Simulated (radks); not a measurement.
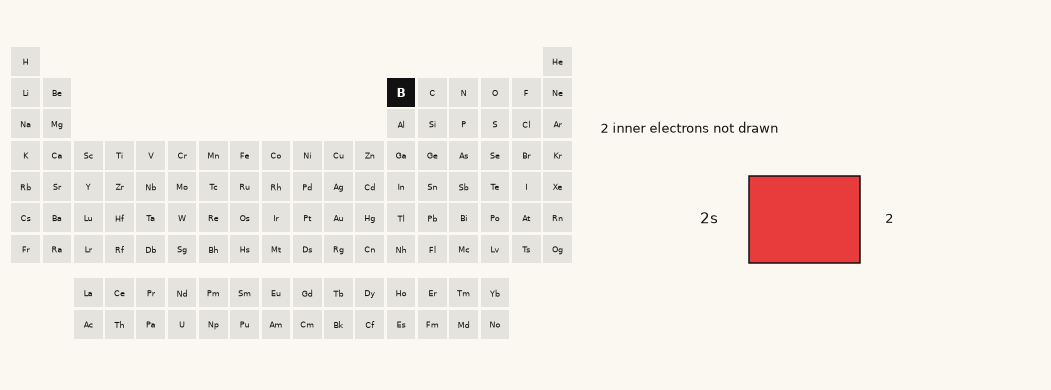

Figure 1. Left, the place of boron in the periodic table; right, the outer shells as the input fills them: a box for each of the 2l + 1 orbitals, shaded by the share of the shell that is filled, with the electron count at the right.

Atomic calculation for B⁺

- system: the B⁺ ion in the configuration [He] 2s2.
- method: Dirac Kohn-Sham, PBE, spin-unpolarised, spherical densities, finite nucleus (the in-house radial solver radks)

**The input**
```
Z 5
configuration [He] 2s2
relativity Dirac
functional pbe,pbe
spin unpolarised
j_filling energy
nucleus finite rms 2.406 fm
c 137.035999084
mesh_step 0.012
max_iterations 59
```

Energies in input and log are in hartree, lengths in bohr (the nuclear radius in fm).

Launched within a batch (the task file carries these settings):
```bash
python <driver script> task.json out
```

**The program's output**
```
1s1/2   1   2.0000          -7.11552939
2s1/2   1   2.0000          -0.71700654
Etot -24.301138031756828
Ekin 24.237048628736286
Encl -54.61438654944831
Eh 9.619943914983246
Exc -3.543744026028048
err 1.893065009786193e-10
it 13
```

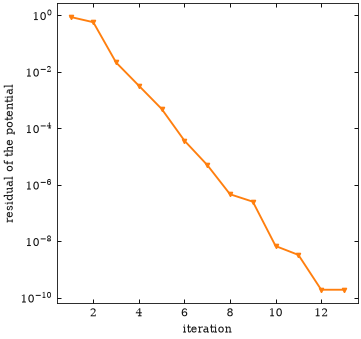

Figure 2. Convergence: residual of the potential against the iteration. The residual falls almost steadily, with no more than small rises or pauses. It goes from 0.86 to 1.9×10⁻¹⁰ in 13 steps.

**Outcome**

```tsv
quantity	value
outcome	converged
total energy	−24.301138 hartree
kinetic energy	24.237049 hartree
electron–nucleus energy	−54.614387 hartree
Hartree energy	9.619944 hartree
exchange–correlation energy	−3.543744 hartree
radius at density 0.001 e/bohr³	3.33 bohr
SCF iterations	13
hardware	1 thread of Arm Neoverse V2, 23 GiB of memory available, shared host
```

**What is odd here**

A numerical setting was moved from its usual value: mesh step h = 0.012. The program ran to the end, and its total energy equals that of the same run with the usual input (−24.30114 hartree) within 10⁻⁵ hartree, so the oddity leaves no trace in it.
